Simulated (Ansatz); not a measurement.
# BH2 (SMILES [BH2]) at UCCSDTQ/3-21G

Aim: the energy change on altering one bond length of BH2 at UCCSDTQ/3-21G, from 2 runs. 

The results are computed with Ansatz 0.2.0.

58 further runs of the same task are left out: 58 set aside as unsound or not needed.

## Step 1: The system as given

The species is BH2 (3 atoms), meant as a doublet with charge 0. As SMILES, `[BH2]`. The shape is that of a GFN2-xTB optimisation.

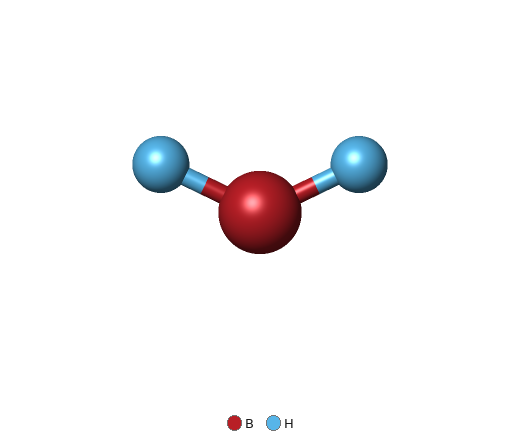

The structure, seen from a chosen angle (boron red, hydrogen blue).

## Step 2: The energy at UCCSDTQ/3-21G

in.yaml reads:

```yaml
crystal:
  periodic: [false, false, false]
  atoms:
    - symbol: B
      position_ang: [0.262840, -0.166230, 0.128640]
    - symbol: H
      position_ang: [0.280020, 0.985320, 0.260980]
    - symbol: H
      position_ang: [-0.542860, -0.819090, -0.389630]
basis:
  gaussian:
    orbitals: 3-21G.json
magnetization:
  spin_polarized: true
  initial_magnetization: 1
accuracy: high
scf:
  omitted_lower_state_checks: [cluster_reference, increment]
correlation:
  method: ccsdtq
  frozen_orbitals: {B: 1, H: 0}
```

The basis set 3-21G is read from a file made from the Basis Set Exchange's data (not shown).

The run is started by

```bash
$ ansatz run in.yaml --threads 1 --pin off --max-ram 2610MiB --events-out events.jsonl --progress --plain --runs-dir runs
```

Log, cut to the lines that bear on the results:

```text
Warning: RAYON_NUM_THREADS=1 ignored (pool sized by the plan → 1); use --threads N
Functional definition: HF
  name "HF"
[...]
250 factors; integrals over basis functions are off by at most 1.0e-8 eV
[...]
mean field -696.65541175 eV, -25.6016141717 hartree, gradient 1.8e-8 eV, S^2 0.751873; 2 other end points of the search recorded, 0 dependent functions left out
1 core orbitals not correlated: weight in the atoms' cores, before any rotation towards them, 1.000 or more for the frozen orbitals, at most 0.000 for the correlated occupied ones
reference -696.65541175 eV, -25.6016141717 hartree; 3, 2 occupied and 9, 10 virtual orbitals, 250 factors
second order -1.04304116 eV of doubles, -0.00000000 eV of singles
cycle   1  -1.29584568 eV  change   -2.5e-1 eV  update   3.7e-2
[...]
cycle  19  -1.43039919 eV  change  -1.4e-10 eV  update  1.0e-10
Total energy: -698.08581094 eV, -25.6541803723 hartree
Checks for a lower state left out: cluster_reference, increment
```

Run time: 5.4 s. Hardware: 1 thread of Arm Neoverse V1, shared host; peak memory 0.098 GiB.

## Step 3: The distorted shape at the same level

run.yaml reads:

```yaml
basis:
  gaussian:
    orbitals: 3-21G.json
crystal:
  periodic: [false, false, false]
  atoms:
    - {symbol: B, position_ang: [0.464245, -0.003031, 0.258195]}
    - {symbol: H, position_ang: [0.481425, 1.148519, 0.390535]}
    - {symbol: H, position_ang: [-0.542860, -0.819090, -0.389630]}
correlation:
  method: ccsdtq
  frozen_orbitals: {B: 1, H: 0}
magnetization:
  spin_polarized: true
  initial_magnetization: 1
accuracy: high
scf:
  omitted_lower_state_checks: [cluster_reference, increment]
```

The basis set 3-21G is read from a file made from the Basis Set Exchange's data (not shown).

The run is started by

```bash
$ ansatz run run.yaml --threads 1 --pin off --max-ram 2610MiB --events-out events.jsonl --progress --plain --runs-dir runs
```

Log, cut to the lines that bear on the results:

```text
Warning: RAYON_NUM_THREADS=1 ignored (pool sized by the plan → 1); use --threads N
Functional definition: HF
  name "HF"
[...]
249 factors; integrals over basis functions are off by at most 3.5e-9 eV
[...]
mean field -696.06023585 eV, -25.5797418609 hartree, gradient 3.6e-8 eV, S^2 0.752035; 2 other end points of the search recorded, 0 dependent functions left out
1 core orbitals not correlated: weight in the atoms' cores, before any rotation towards them, 1.000 or more for the frozen orbitals, at most 0.000 for the correlated occupied ones
reference -696.06023585 eV, -25.5797418609 hartree; 3, 2 occupied and 9, 10 virtual orbitals, 249 factors
second order -1.11036701 eV of doubles, -0.00000000 eV of singles
cycle   1  -1.39443608 eV  change   -2.8e-1 eV  update   4.5e-2
[...]
cycle  21  -1.57769234 eV  change  -2.7e-10 eV  update  2.8e-10
Total energy: -697.63792819 eV, -25.6377209851 hartree
Checks for a lower state left out: cluster_reference, increment
```

It took 5.7 s on 1 thread of Arm Neoverse V1, shared host; peak memory 0.098 GiB.

## Step 4: What came out

Level: UCCSDTQ/3-21G, 1 core orbital frozen.

```
                                                         quantity         value
                                        first shape: total energy  -25.65418 Eh
          first shape: correlation energy (1 core orbital frozen)     -52.6 mEh
                   first shape: ⟨S²⟩ of the reference determinant         0.752
                                       first shape: T1 diagnostic         0.005
                                    distorted shape: total energy  -25.63772 Eh
      distorted shape: correlation energy (1 core orbital frozen)     -58.0 mEh
               distorted shape: ⟨S²⟩ of the reference determinant         0.752
                                   distorted shape: T1 diagnostic         0.008
energy change with the B1–H3 bond stretched from 1.159 to 1.449 Å      0.448 eV
```

What this shows: With the B1–H3 bond stretched from 1.159 to 1.449 Å the energy rises by 0.45 eV (43.2 kJ/mol). The first shape isn't relaxed at this level, so the change isn't measured from a minimum.
